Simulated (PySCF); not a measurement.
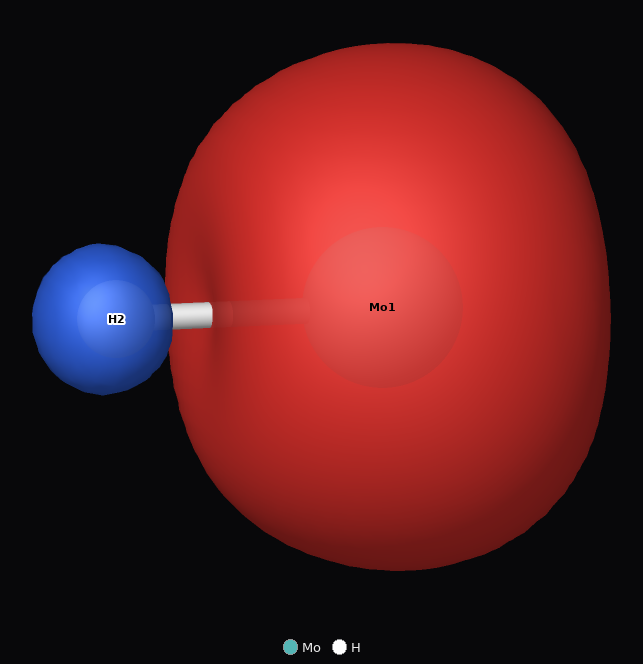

The picture shows: MoH (sextet). Isosurfaces of the spin density (α minus β) at +0.06 (red) and −0.06 e/Å³ (blue), seen from one side.

Core potentials replace the inner electrons of Mo.

Level of theory: PBE0/def2-TZVPPD, non-relativistic Hamiltonian with scalar-relativistic core potentials where named, at a bond length of 1.716 Å in PySCF 2.14.0.

Which atoms carry the spin?

The unpaired spin (5 electrons) lies mostly on Mo1 (about 5.0), in electrons by Hirshfeld's partition.
